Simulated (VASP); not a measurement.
Band structure of Cu (fcc). Method: PBEsol GGA, VASP's PBE PAW potentials (set 64) (plane waves; VASP).

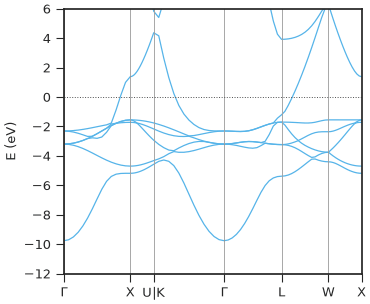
*Bands along high-symmetry lines, zero at the valence-band maximum or, without a gap, the Fermi level*

Question: Read the plot: is there a gap, and where are the band edges?

Answer: It has no gap at this level: it comes out as a metal or semimetal. (Edges off the drawn lines would not show.)

The compound is Cu in the fcc structure. It was relaxed first.
